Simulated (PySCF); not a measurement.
# C4H9F3Si2: a changed input and its effect

System: C4H9F3Si2, SMILES FC(F)=C(F)[C@@H]([SiH3])C[SiH3].
Method of run A: GIAO PBE0/pcSseg-1 NMR shielding, non-relativistic, gas phase (PySCF 2.14.0).

The geometry comes from this level: PBE0-D3(BJ)/def2-SVP. Text and figures count atoms from 1; the logs count them from 0 in places.

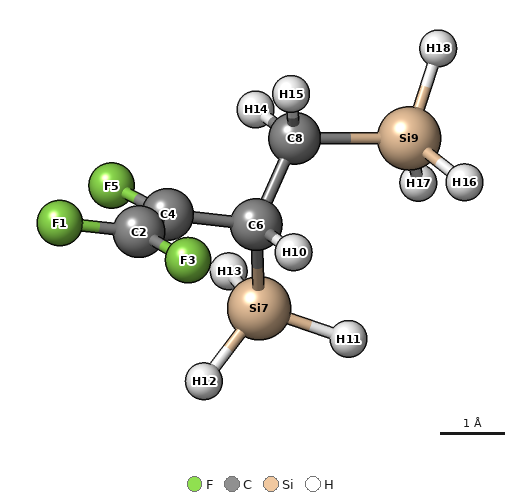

Figure 1. The structure as given in the input (ball-and-stick view, seen at a tilt; atoms are numbered from 1 in the order of the input).

**The input, run A**
```
{"job": {"kind": "nmr", "xc": "PBE0", "basis": "pcSseg-1"}, "charge": 0, "multiplicity": 1}
F      3.479671    -1.740175    -1.109327
C      2.543313    -1.260784    -0.330678
F      2.791612    -1.487996     0.940337
C      1.461225    -0.608225    -0.755703
F      1.310228    -0.437021    -2.076782
C      0.386987    -0.031173     0.091118
Si     0.352233     1.873148    -0.129109
C     -0.967723    -0.707169    -0.189119
Si    -2.444755    -0.140601     0.848347
H      0.675760    -0.193026     1.143260
H     -0.387201     2.484702     1.016107
H      1.756318     2.379072    -0.135196
H     -0.330618     2.244203    -1.403208
H     -1.234435    -0.579552    -1.252347
H     -0.868227    -1.796472    -0.033773
H     -2.107123    -0.202391     2.304411
H     -2.841793     1.260606     0.512233
H     -3.602119    -1.044258     0.573790
```

The first line tells a small driver script what to run in PySCF; the rest is the geometry in Å.

Command:
```bash
OMP_NUM_THREADS=1 python <driver script> task.json out
```

Hardware: 1 CPU thread, shared host.

**Output (run A)**
```
coarse grid: 16432 points
cycle   1  E = -1035.3530303048  dE =  9.814e-01  |g| = 7.384e-01  |ddm| = 3.835e+00
cycle   2  E = -1035.2466424413  dE =  1.064e-01  |g| = 1.091e+00  |ddm| = 1.211e+00
cycle   3  E = -1035.4465321964  dE = -1.999e-01  |g| = 8.487e-02  |ddm| = 7.918e-01
cycle   4  E = -1035.4474141435  dE = -8.819e-04  |g| = 5.267e-02  |ddm| = 1.166e-01
cycle   5  E = -1035.4479447304  dE = -5.306e-04  |g| = 1.056e-02  |ddm| = 5.269e-02
cycle   6  E = -1035.4479626166  dE = -1.789e-05  |g| = 4.207e-03  |ddm| = 1.125e-02
cycle   7  E = -1035.4479666016  dE = -3.985e-06  |g| = 8.104e-04  |ddm| = 4.228e-03
final grid: 151848 points
cycle   8  E = -1035.5200467707  dE = -4.102e-05  |g| = 7.653e-03  |ddm| = 2.665e-02
cycle   9  E = -1035.5200306299  dE =  1.614e-05  |g| = 1.177e-02  |ddm| = 1.639e-02
cycle  10  E = -1035.5200595019  dE = -2.887e-05  |g| = 9.469e-04  |ddm| = 9.962e-03
cycle  11  E = -1035.5200596587  dE = -1.568e-07  |g| = 3.972e-04  |ddm| = 1.082e-03
cycle  12  E = -1035.5200596937  dE = -3.507e-08  |g| = 9.642e-05  |ddm| = 4.049e-04
cycle  13  E = -1035.5200596953  dE = -1.562e-09  |g| = 3.178e-05  |ddm| = 1.043e-04
cycle  14  E = -1035.5200596955  dE = -1.960e-10  |g| = 7.348e-06  |ddm| = 3.319e-05
converged SCF energy = -1035.5200596955

GIAO shielding tensors (ppm)
atom      isotropic    diamagn.    paramagn.     s11        s22        s33       span
  0 F      287.101     468.147    -181.046    270.009    289.955    301.337     31.328
  1 C       24.804     251.402    -226.598    -33.875     48.749     59.537     93.412
  2 F      301.575     475.893    -174.318    270.197    296.681    337.848     67.651
  3 C       45.192     252.286    -207.094      9.382     43.044     83.151     73.769
  4 F      369.738     474.210    -104.472    304.162    369.652    435.400    131.238
  5 C      164.709     251.027     -86.318    152.391    163.091    178.645     26.253
  6 Si     409.495     880.039    -470.545    373.195    400.248    455.042     81.847
  7 C      174.010     251.543     -77.533    157.947    169.602    194.482     36.535
  8 Si     418.020     879.281    -461.261    388.038    404.659    461.362     73.324
  9 H       29.399      33.738      -4.339     25.290     28.867     34.039      8.749
 10 H       27.024      29.609      -2.585     23.171     26.208     31.694      8.523
 11 H       27.365      28.735      -1.370     23.823     25.674     32.598      8.775
 12 H       27.173      29.260      -2.086     24.518     25.264     31.738      7.221
 13 H       29.922      31.476      -1.553     24.975     29.988     34.804      9.830
 14 H       30.265      31.265      -1.000     24.674     29.214     36.908     12.235
 15 H       27.399      28.730      -1.331     24.148     25.725     32.323      8.175
 16 H       27.194      28.490      -1.297     23.407     26.579     31.595      8.188
 17 H       27.286      27.724      -0.437     23.812     24.870     33.177      9.366
```

For run B the input was changed thus:
```diff
-"xc": "PBE0"
+"xc": "B97-2"
+"pop": false
```

What does this change do to the results?

The total energies belong to different methods, so their difference says nothing on which is more stable or more accurate. The HOMO goes from −7.08 to −6.83 eV. Of all shieldings, the largest change is that of Si7, by +3.5 ppm. The functional changes from PBE0 to B97-2. The number of SCF iterations is the same.

**Output (run B)**
```
coarse grid: 16432 points
cycle   1  E = -1035.9571992750  dE =  9.517e-01  |g| = 7.858e-01  |ddm| = 3.846e+00
cycle   2  E = -1035.8214453314  dE =  1.358e-01  |g| = 1.201e+00  |ddm| = 1.312e+00
cycle   3  E = -1036.0605294290  dE = -2.391e-01  |g| = 9.132e-02  |ddm| = 8.728e-01
cycle   4  E = -1036.0615774242  dE = -1.048e-03  |g| = 5.844e-02  |ddm| = 1.309e-01
cycle   5  E = -1036.0622242892  dE = -6.469e-04  |g| = 1.121e-02  |ddm| = 5.762e-02
cycle   6  E = -1036.0622448856  dE = -2.060e-05  |g| = 5.028e-03  |ddm| = 1.277e-02
cycle   7  E = -1036.0622508332  dE = -5.948e-06  |g| = 9.257e-04  |ddm| = 5.060e-03
final grid: 151848 points
cycle   8  E = -1036.1166483815  dE = -6.784e-05  |g| = 1.266e-02  |ddm| = 3.426e-02
cycle   9  E = -1036.1166243951  dE =  2.399e-05  |g| = 1.763e-02  |ddm| = 1.686e-02
cycle  10  E = -1036.1166683495  dE = -4.395e-05  |g| = 1.224e-03  |ddm| = 1.124e-02
cycle  11  E = -1036.1166685838  dE = -2.342e-07  |g| = 4.064e-04  |ddm| = 1.221e-03
cycle  12  E = -1036.1166686157  dE = -3.189e-08  |g| = 1.116e-04  |ddm| = 3.810e-04
cycle  13  E = -1036.1166686181  dE = -2.441e-09  |g| = 4.016e-05  |ddm| = 1.302e-04
cycle  14  E = -1036.1166686184  dE = -3.233e-10  |g| = 1.361e-05  |ddm| = 4.554e-05
converged SCF energy = -1036.1166686184

GIAO shielding tensors (ppm)
atom      isotropic    diamagn.    paramagn.     s11        s22        s33       span
  0 F      287.585     468.370    -180.785    270.824    291.462    300.468     29.644
  1 C       26.522     251.684    -225.162    -30.022     49.342     60.246     90.268
  2 F      302.476     476.025    -173.549    270.870    298.814    337.745     66.875
  3 C       46.677     252.496    -205.819     13.019     43.634     83.378     70.360
  4 F      368.606     474.576    -105.970    305.776    367.936    432.105    126.329
  5 C      163.865     251.348     -87.482    151.706    162.334    177.557     25.851
  6 Si     412.952     880.219    -467.267    378.237    403.851    456.767     78.530
  7 C      172.931     251.521     -78.590    157.154    168.657    192.982     35.828
  8 Si     421.143     879.430    -458.287    392.215    407.912    463.303     71.089
  9 H       29.519      33.982      -4.463     25.440     29.055     34.062      8.622
 10 H       27.227      29.892      -2.666     23.426     26.412     31.842      8.416
 11 H       27.556      28.969      -1.413     24.058     25.893     32.716      8.658
 12 H       27.368      29.544      -2.176     24.749     25.484     31.870      7.121
 13 H       30.032      31.667      -1.636     25.187     30.101     34.807      9.620
 14 H       30.377      31.415      -1.038     24.901     29.351     36.879     11.978
 15 H       27.590      29.006      -1.416     24.388     25.944     32.437      8.049
 16 H       27.388      28.767      -1.379     23.656     26.778     31.731      8.074
 17 H       27.483      27.913      -0.430     24.062     25.093     33.294      9.231
```

**The two runs side by side**

```csv
quantity,run A,run B
outcome,converged,converged
total energy (hartree),−1035.520060,−1036.116669
HOMO (eV),−7.08,−6.83
LUMO (eV),0.10,0.10
dipole moment (D),1.24,1.24
shielding of C2 (ppm),24.8,26.5
shielding of F3 (ppm),301.6,302.5
shielding of C4 (ppm),45.2,46.7
shielding of F5 (ppm),369.7,368.6
shielding of Si7 (ppm),409.5,413.0
shielding of C8 (ppm),174.0,172.9
shielding of Si9 (ppm),418.0,421.1
SCF iterations,14,14
basis functions,212,212
wall time (shared host),66 s,60 s
```
